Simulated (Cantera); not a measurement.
Charge: 1 mol SiH2Cl2, 2.3 mol NH3, 0.13 mol H2, 0.74 mol N2, held at 1173 K.

Cantera equilibrium calculation (NASA polynomials, part measured and part estimated; ideal gas, pure solids and liquids). Candidate condensed phases: NH4Cl, Si, Si3N4; 28 gas species. The tables' values for SiCl3 are old estimates; treat these amounts as uncertain. Rates play no part.

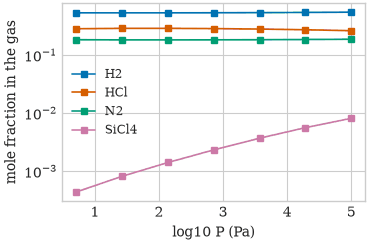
Figure. Equilibrium gas composition (values under 1e-9 drawn at 1e-9)

Task: Read off the mole fractions at 1.00 bar.

Result: H2 about 0.54, HCl about 0.26, N2 about 0.19, SiCl4 about 0.0081.
